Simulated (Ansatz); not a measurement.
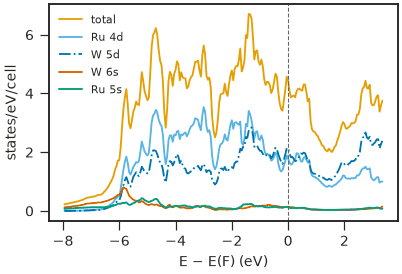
Figure. Total and projected density of states of RuW in space group Cmcm (No. 63; W on 4c, Ru on 4c), the program Ansatz at the PBEsol level (PAW)

Q: Which orbitals carry the states next to the Fermi level?

A: Within 0.5 eV of the Fermi level: W 5d 46 %, Ru 4d 42 %. Projections are on Löwdin-orthogonalised atomic valence shells; empty p or d shells of many metals are not among them.

Q: Where is the tallest occupied peak in this window, and what makes it?

A: Near -1.4 eV, about 6.7 states/eV per cell; the largest projected share is Ru 4d.

The start of the workflow was typed in or built on a structure type; neither database checked (COD, Materials Project) lists it. Whether it is the stable phase at ambient conditions was not checked. The PBEsol relaxation kept the symmetry of its start; its stability against distortions is not shown here. No spin polarisation was allowed. Its formation energy is positive at this level, so the cell may be metastable or incomplete. Scalar-relativistic: spin–orbit coupling is off unless named, which matters more the heavier the elements.

Potentials: the earlier of the program's two PAW sets. The files were generated under PBE; for other functionals the program regenerates the frozen cores, and for LDA and PBEsol the local potential too.
